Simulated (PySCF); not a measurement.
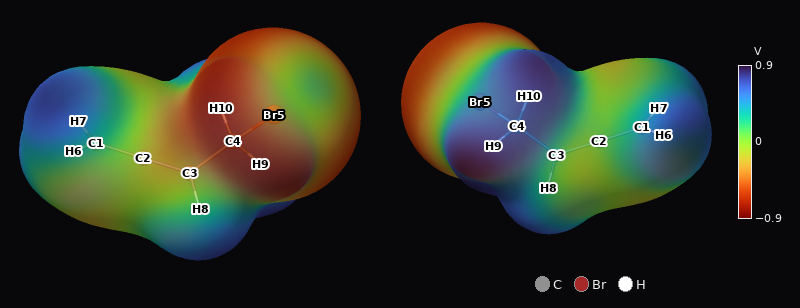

C₄H₅Br, SMILES `C=C=CCBr`. Electrostatic potential on the surface of electron density 0.001 a.u. (back view left, front view right).

Level of theory: B3LYP/def2-SVPD (PySCF), at a geometry from GFN2-xTB. No frequency check shows the geometry to be a minimum. GFN2-xTB bond lengths at metals and heavier atoms can be off by up to 0.1 Å and shapes distorted, which carries into these values.

Q: Where are the extremes of the potential on the surface?

A: Highest: 0.88 V, 1.3 Å from H9. Further maxima include 0.77 V, 1.3 Å from H8; 0.77 V, 1.3 Å from H10. Lowest: −0.70 V, 2.3 Å from Br5. Further minima include −0.29 V, off the C1–C2 bond (2.2 Å from its atoms); −0.19 V, over C1, off the plane of its three bonds (2.1 Å). The surface is sampled at points, so like sites can differ by a few per cent and only the strongest of them is named.

Q: What volume does the surface enclose, and what is the dipole moment?

A: About 128 Å³; the dipole moment is 2.2 D.
